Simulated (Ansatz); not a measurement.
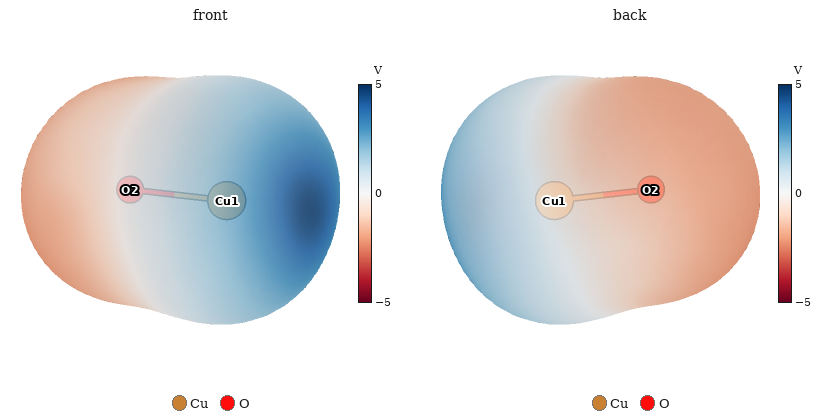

CuO (SMILES [O][Cu]) (doublet). The molecular electrostatic potential painted on the density surface at 0.002 e/bohr³, seen from the front and from behind; red is negative and blue positive.

Geometry: PBE0-D3(BJ)/def2-SVP.

Method: isolated molecule in a Gaussian basis; Kohn-Sham density functional theory, functional PBE0 (Ansatz).

### Describe the electrostatic potential map.

The most negative region (about −2.1 V) lies over O2, the most positive (about +4.7 V) over Cu1. O2 is the likeliest acceptor of a hydrogen bond.

### What dipole moment does the calculation give?

Its dipole moment is 4.77 D.
